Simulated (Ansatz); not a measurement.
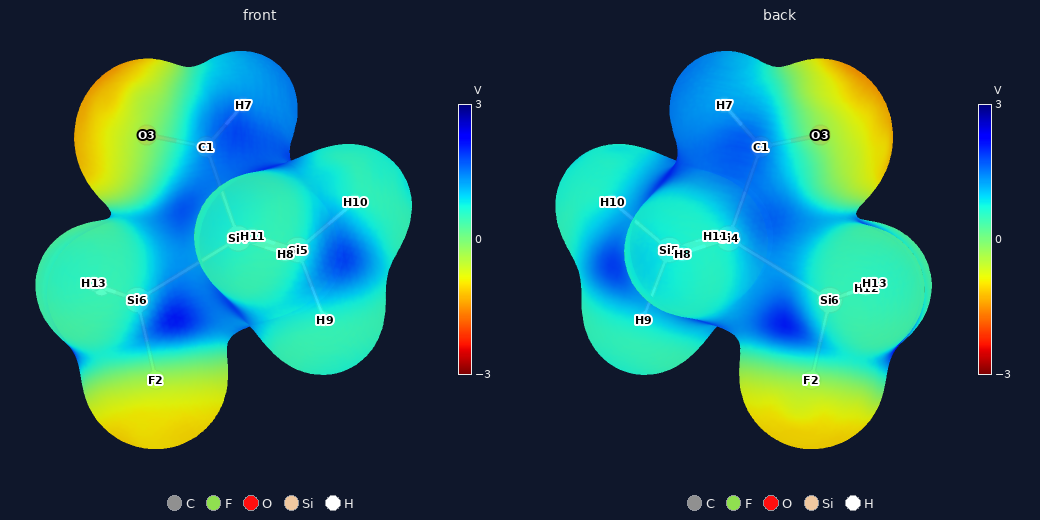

Figure 1: CH₇FOSi₃. The electrostatic potential painted on the density surface at 0.004 e/bohr³, seen from the front and from behind; the colour scale runs from red (negative) to blue (positive).

Geometry: B3LYP/def2-SVP.

Level of theory: isolated molecule in a Gaussian basis; Kohn-Sham density functional theory, functional PBE0 in Ansatz 0.2.0.

```
atom    x (Å)    y (Å)    z (Å)
   C  -0.0041  -2.2515  -0.6231
   F  -1.5270   1.9164  -2.3514
   O   0.4733  -2.5005  -1.7089
  Si  -0.7851  -0.5022  -0.2829
  Si   0.5328   0.6901   1.2753
  Si  -0.8261   0.4390  -2.4459
   H   0.0121  -3.0331   0.1880
   H  -2.1506  -0.6926   0.3002
   H  -0.1061   2.0060   1.5669
   H   0.6512  -0.0889   2.5435
   H   1.8959   0.9165   0.7135
   H  -1.6316  -0.3908  -3.3826
   H   0.5529   0.6264  -2.9713
```

Question: Where is the surface potential most negative and most positive?

Answer: The most negative region (about −1.4 V) lies over O3, the most positive (about +2.0 V) over Si4 and Si6. O3 is the likeliest acceptor of a hydrogen bond.
